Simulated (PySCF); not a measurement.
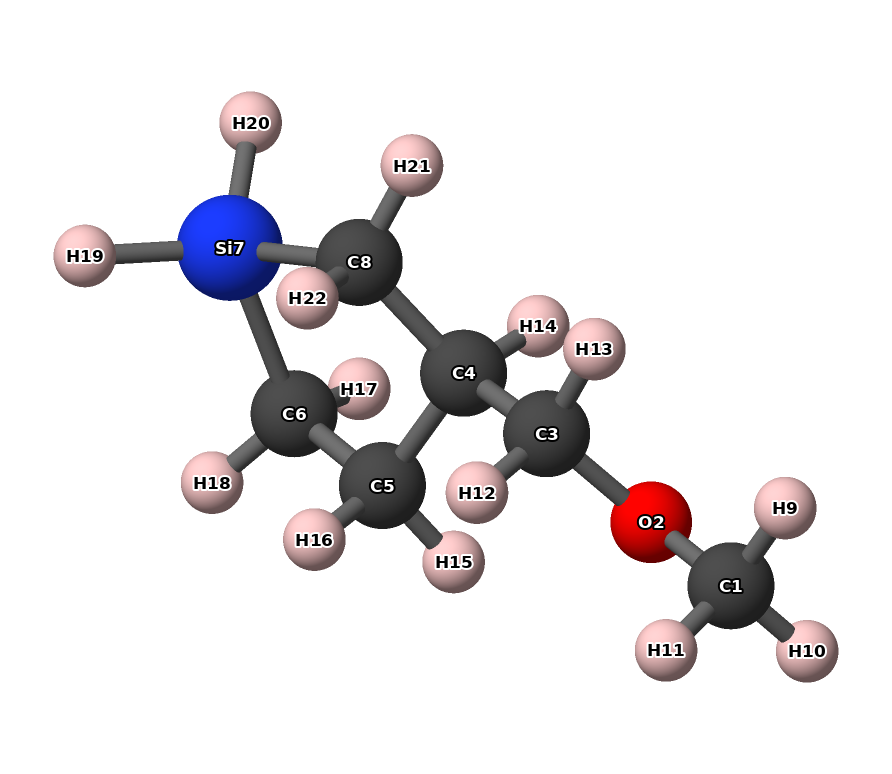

The thickness of each stick grows with its Mayer bond order. The geometry was computed by an optimisation with GFN2-xTB. No frequency run is at hand to confirm it as a minimum. Method: PBE0/pcSseg-1 (PySCF 2.14.0).

List the Mayer bond orders of C1–O2, O2–C3, C3–C4, C4–C5, C4–C8, C5–C6, C6–Si7, Si7–C8 (bonds between heavy atoms, one of each equivalent set).

| bond | Mayer order | length (Å) |
| --- | --- | --- |
| C1–O2 | 0.94 | 1.401 |
| O2–C3 | 0.92 | 1.410 |
| C3–C4 | 1.02 | 1.526 |
| C4–C5 | 0.99 | 1.529 |
| C4–C8 | 1.01 | 1.532 |
| C5–C6 | 1.03 | 1.530 |
| C6–Si7 | 0.92 | 1.905 |
| Si7–C8 | 0.91 | 1.907 |

The geometry is semi-empirical. Around Si such bond lengths and angles can be off by a tenth of an ångström or more and by several degrees, and values that hang on the shape move with them.
